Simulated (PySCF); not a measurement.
C3H11AsSi (SMILES CCC[AsH][SiH3])

```yaml
atoms:
  - { symbol: C, position_ang: [-2.1134, 0.2920, 0.3190] }
  - { symbol: C, position_ang: [-1.0078, -0.4371, 1.0704] }
  - { symbol: C, position_ang: [-0.0824, -1.1947, 0.1255] }
  - { symbol: As, position_ang: [0.7561, -0.0180, -1.2504] }
  - { symbol: Si, position_ang: [2.1604, 1.1519, 0.1829] }
  - { symbol: H, position_ang: [-1.6847, 1.0577, -0.3325] }
  - { symbol: H, position_ang: [-2.6769, -0.4066, -0.2979] }
  - { symbol: H, position_ang: [-2.7998, 0.7748, 1.0111] }
  - { symbol: H, position_ang: [-0.4247, 0.2871, 1.6486] }
  - { symbol: H, position_ang: [-1.4564, -1.1393, 1.7805] }
  - { symbol: H, position_ang: [0.7001, -1.6976, 0.7018] }
  - { symbol: H, position_ang: [-0.6534, -1.9725, -0.3932] }
  - { symbol: H, position_ang: [1.8314, -1.0221, -1.5871] }
  - { symbol: H, position_ang: [2.6214, 0.3653, 1.3377] }
  - { symbol: H, position_ang: [1.4680, 2.3319, 0.7250] }
  - { symbol: H, position_ang: [3.3546, 1.6360, -0.5179] }
```

Geometry: GFN2-xTB.

Method: PBE0/def2-SVPD, SCF density, gas phase in PySCF.

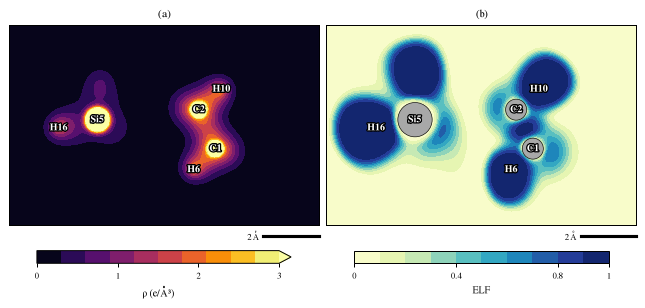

Figure 1. (a) total electron density; (b) ELF on the plane of atoms C2, C1 and H6. Grey discs cover the atomic cores in the ELF map.

Question: Read the bonding off the picture.

Answer: The plane passes through C, Si and H nuclei.
C–C (1.52 Å): the density is about 1.6 e/Å³ at the midpoint; the ELF peaks at about 0.95 between the atoms; localised, covalent bonding.
C–H (1.09 Å): ρ is about 1.9 e/Å³ halfway; the ELF climbs to about 1 towards the hydrogen, as it does in any bond to H: a covalent bond by its length.
Si–H (1.47 Å): the density is about 0.78 e/Å³ at the midpoint; the ELF climbs to about 1 towards the hydrogen.

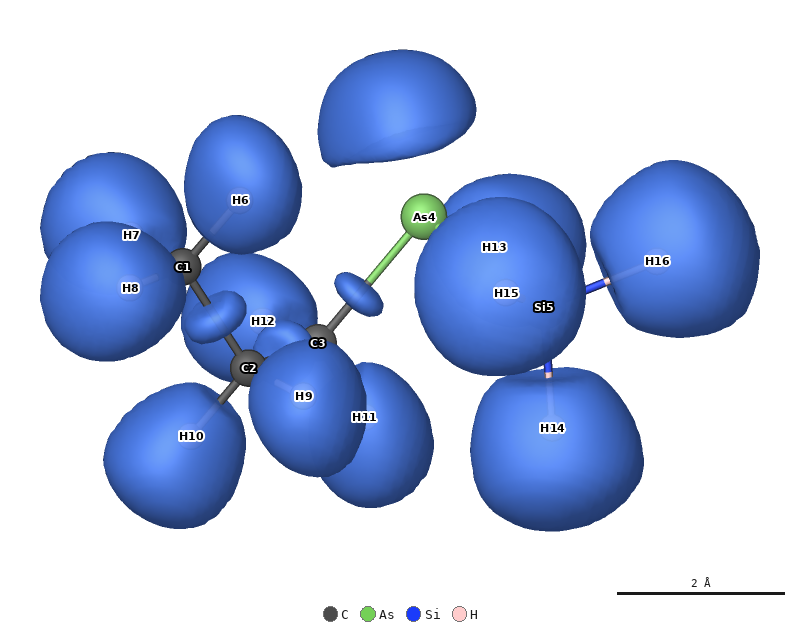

Figure 2. Isosurface of the ELF at 0.85 (blue), seen from one side. Only the valence region is drawn (cores and ρ < 0.01 e/Å³ removed).

Question: Identify the bonds, lone pairs and shells in this picture.

Answer: The surface consists of one region between bonded As–C atoms (shared pairs), one region between bonded As–Si atoms (shared pairs), two regions between bonded C–C atoms (shared pairs), eleven regions around hydrogen nuclei and one lobe on As, pointing away from the bonds (lone pairs). Profiles from the grid: C–As (2.00 Å): the ELF peaks at about 0.90 between the atoms, as expected for localised, covalent bonding.

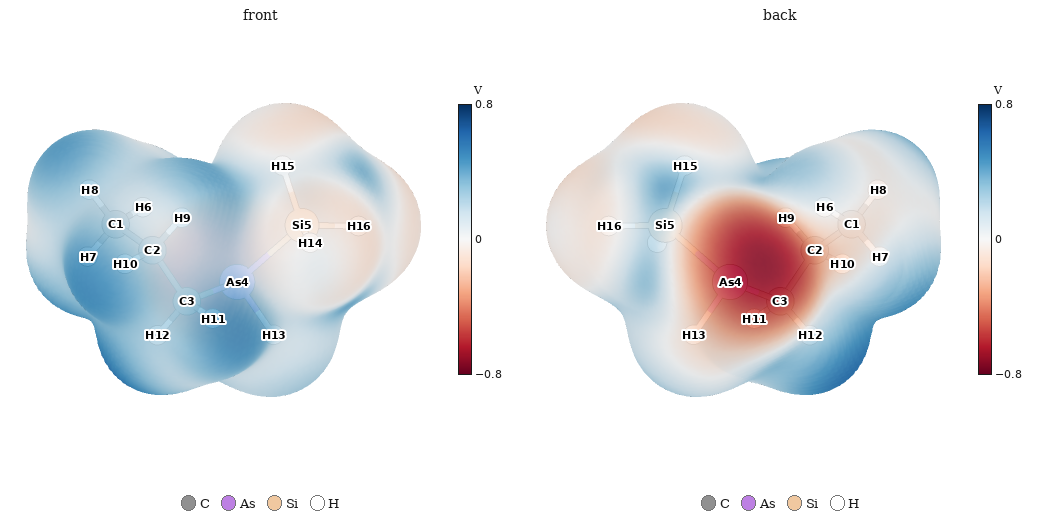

Figure 3. The molecular electrostatic potential painted on the density surface at 0.001 e/bohr³, seen from the front and from behind; the colour scale runs from red (negative) to blue (positive).

Question: Where is the surface potential most negative and most positive?

Answer: The most negative region (about −0.7 V, or −16 kcal/mol for a unit charge) lies over As4, the most positive (about +0.6 V, or +14 kcal/mol for a unit charge) over H12.

Question: How polar is the molecule by this calculation?

Answer: Its dipole moment is 1.22 D.
